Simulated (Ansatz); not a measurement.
```xyz
10
Lattice="5.2520 0.0000 0.0000 0.0000 7.2097 0.0000 0.0000 0.0000 2.6549" Properties=species:S:1:pos:R:3 pbc="T T T"
Li    0.0000    3.6048    0.0000
Li    2.6260    0.0000    0.0000
Si    0.0000    6.0039    0.0000
Si    2.6260    2.3991    0.0000
Si    0.0000    1.2057    0.0000
Si    2.6260    4.8106    0.0000
N     1.3130    1.8024    1.3275
N     3.9390    5.4073    1.3275
N     1.3130    5.4073    1.3275
N     3.9390    1.8024    1.3275
```

Space group Cmmm; a structure generated by program, which may or may not match a known phase; computed without spin polarisation.

Computed with DFT PBE, scalar-relativistic, plane waves, PAW (Ansatz).

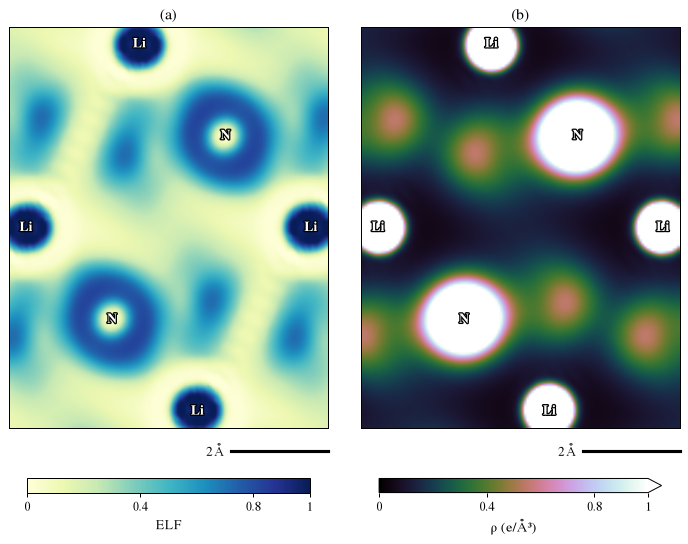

LiSi2N2. (a) electron localisation function; (b) valence electron density on the (111) plane of the conventional cell.

Core electrons are frozen (PAW), and the valence fields are smoothed inside the atomic spheres.

> Describe what can be read from this map.

Atoms in the plane: Li and N.
Atoms just off the plane (Si, 0.7 Å away) can leave unmarked features too.
Li–N (2.60 Å): the density is about 0.16 e/Å³ at the midpoint; the ELF peaks at about 0.85 in the valence shell of N, 0.7 Å from its nucleus, and is about 0.35 at the midpoint.
Between the atoms the lowest density in this plane is 0.05 e/Å³.
The features right at Li lie inside the PAW spheres, where the map follows smoothed inner orbitals and isn't to be read closely.
